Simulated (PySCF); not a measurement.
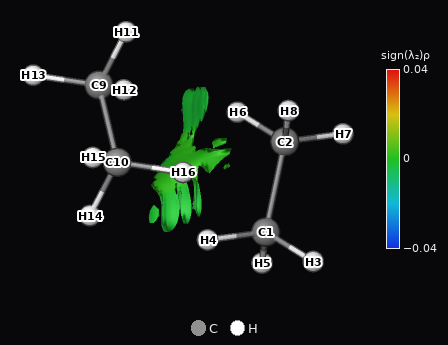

*C4H12, SMILES `CC.CC`. Non-covalent interaction surfaces between the fragments (reduced density gradient s = 0.5, coloured by sign(λ₂)ρ in a.u.; trimmed to the region between the fragments where ρ is under 0.06 a.u.). Fragment A: H6C2 (atoms 1–8); fragment B: H6C2.*

Computed with PySCF, r2SCAN/def2-SVPD, geometry: GFN2-xTB.

Geometry (Å), atoms numbered from 1:

```
C1      -2.0694    0.7301   -0.2182
C2      -2.0422   -0.7258    0.2226
H3      -2.2866    1.3813    0.6257
H4      -1.1089    1.0222   -0.6363
H5      -2.8343    0.8866   -0.9758
H6      -1.8289   -1.3780   -0.6217
H7      -3.0020   -1.0169    0.6436
H8      -1.2764   -0.8827    0.9790
C9       2.0315   -0.7299   -0.2228
C10      2.0802    0.7254    0.2182
H11      2.2945   -1.3884    0.6021
H12      1.0335   -0.9927   -0.5654
H13      2.7306   -0.9074   -1.0372
H14      1.8240    1.3852   -0.6081
H15      3.0768    0.9877    0.5665
H16      1.3771    0.9036    1.0288
```

### Which interactions hold the two fragments together?

Bond critical points between the fragments: H8···H12, H···H contact, 2.78 Å, ρ = 0.003 a.u.; H4···C10, 3.31 Å, ρ = 0.002 a.u. All are weak and appear green (van der Waals range). Several contacts close a ring, whose ring point adds a part with positive λ₂ between them. The pose is a local one from a semi-empirical search, not shown to be the most stable.

### How strongly are they bound?

The counterpoise-corrected interaction energy of the frozen fragments is −0.5 kcal/mol without dispersion correction and −1.0 kcal/mol with D3(BJ). The pair geometry is semi-empirical, not a minimum at this level.
